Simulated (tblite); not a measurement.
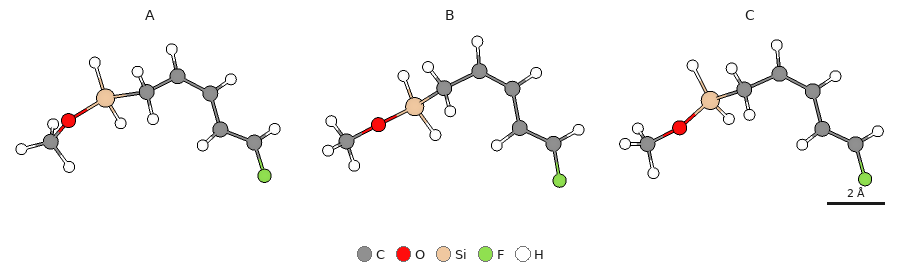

3 geometries from one relaxation of C₆H₁₁FOSi, in shuffled order. A ball-and-stick model, seen face on.

Theory: GFN2-xTB geometry optimisation, gas phase in tblite. 

Order the frames from highest to lowest energy.

Answer. A, C, B. They are steps 0, 40, 132, at +0.836 eV, +0.041 eV relative to the last. The largest move after the best rigid fit is that of an H atom, 0.89 Å. Largest moves by element: H 0.89 Å, Si 0.55 Å, O 0.50 Å, F 0.44 Å, C 0.32 Å. Among the contacts that change: O–Si 1.710 → 1.620 Å, C–H 1.127 → 1.089 Å, C–C 1.459 → 1.441 Å, C–C 1.320 → 1.337 Å. Bond angles that change, for instance: C–O–Si 106.0° → 128.2°, O–Si–C 111.3° → 102.1°, C–Si–H 103.8° → 111.4°. Groups turn about O–Si by about 30°, C–C by about 30°, C–O by about 20°. After 132 geometry steps the energy has fallen by 0.836 eV.
